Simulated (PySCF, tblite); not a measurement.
**C7H7O radical: geometry, infrared bands and EPR parameters**

Wanted: the infrared bands and EPR parameters of C7H7O radical (`[CH2]c1ccccc1O`), by calculation.

Programs: tblite 0.8.0 and PySCF 2.14.0, with density-fitted response routines of our own. Each step states its level of theory. These are calculated values for one molecule in the gas phase, unless marked as measured. Atoms count from 0, in the outputs and in this text.

## 1. Starting geometry

15 atoms, charge 0, multiplicity 2; geometry from: force field or distance geometry start.

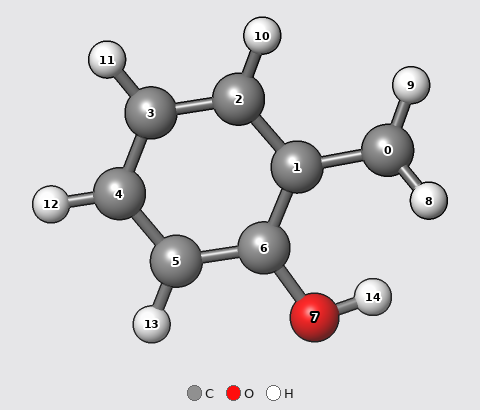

As it starts; carbon grey, oxygen red, hydrogen white, atoms numbered; sticks join atoms by distance.

## 2. Relaxing the molecule with GFN2-xTB

The job: settings as JSON, then the geometry in Å.

```
{"job": {"kind": "relax", "xc": "GFN2-xTB", "basis": "xTB"}, "charge": 0, "multiplicity": 2}
C     -2.114700    -0.728400    -0.204300
C     -0.726200    -0.323400    -0.109100
C      0.276300    -1.318900    -0.202100
C      1.619300    -0.980600    -0.081800
C      1.998700     0.328800     0.175400
C      1.023100     1.323400     0.265300
C     -0.318900     0.999400     0.122100
O     -1.197100     2.043300     0.204800
H     -2.870200    -0.192400     0.363500
H     -2.374500    -1.708500    -0.586300
H     -0.007600    -2.355600    -0.382200
H      2.372500    -1.768200    -0.151300
H      3.045600     0.587400     0.284800
H      1.322400     2.354900     0.444600
H     -2.052900     1.746600    -0.165400
```

Started as:

```console
> OMP_NUM_THREADS=1 python probes_run.py task.json out
```

The driver reads the jobs from task.json and runs them one after another.

**Question.** This job is followed by: GFN2-xTB harmonic vibrations, gas phase; UKS B3LYP, pcH-1 on C H O, non-relativistic, mean-field spin-orbit, GIAO. Predict these results of the whole session: strongest single infrared mode (GFN2-xTB); zero-point energy (GFN2-xTB); g(iso) (B3LYP); ⟨S²⟩; largest a(iso) (averaged by class); surface potential, least and greatest.

**Answer**, as computed:

| quantity | value |
| --- | --- |
| strongest single infrared mode (GFN2-xTB) | 1244 cm⁻¹, 180 km/mol |
| zero-point energy (GFN2-xTB) | 72.4 kcal/mol |
| g(iso) (B3LYP) | 2.00272 |
| ⟨S²⟩ | 0.779 (exact 0.75) |
| largest a(iso) (averaged by class) | 13C on C0, 57.3 MHz |
| surface potential, least and greatest | -1.13 V and 2.27 V |

What this shows: Over 51 steps the energy fell by 0.266 eV; of the close pairs, C0–C1 changed most, 1.449 to 1.378 Å. No mode is imaginary among the 39: a minimum at this level. The strongest single mode, at 1244 cm⁻¹, is carried by C6, H10, O7, C1. Unscaled tight-binding wavenumbers are off by several per cent, some by more. Its intensities can rank the bands wrongly. The largest share of the spin, 0.73 e, sits on C0. The isotropic g lies 0.4 ppt above the free-electron value.
